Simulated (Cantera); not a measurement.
Input: 1 mol CO, 0.21 mol O₂, 8.1 mol H₂, held at 1 atm.

These are equilibrium values from Cantera (NASA tables, ideal gas, pure condensed phases), not measurements of a reactor. Candidate condensed phases: C, C₆H₆, C₇H₈, C₈H₁₈, H₂O; 131 gas species. Ions and electrons are included (thermal ionisation). The numbers say what is thermodynamically allowed, not how fast it happens.

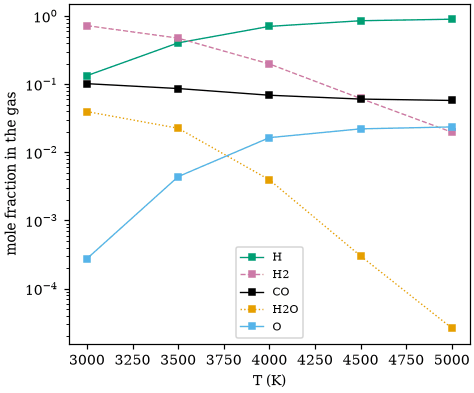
Figure: Equilibrium gas composition (values under 1e-9 drawn at 1e-9)

Problem. Read off the mole fractions at 3500 K.

Solution. H₂ about 0.47, H about 0.40, CO about 0.086, H₂O about 0.023, O about 0.0044.
